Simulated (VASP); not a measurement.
Band structure of As (a7). These are optB86b-vdW, VASP's PBE PAW potentials (set 64) (plane waves; VASP) values and carry that method's errors.

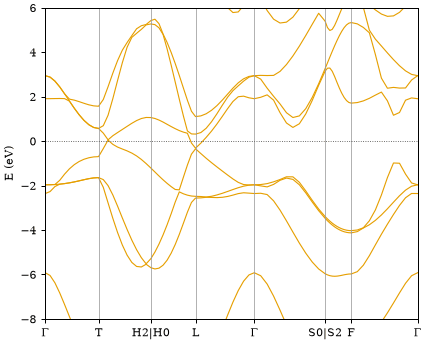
Fig. 1. Bands along high-symmetry lines, zero at the valence-band maximum or, without a gap, the Fermi level

Problem. Read the plot: is there a gap, and where are the band edges?

Solution. It has no gap at this level: it comes out as a metal or semimetal. (Edges off the drawn lines would not show.)

The compound is As in the a7 structure. It was relaxed first.
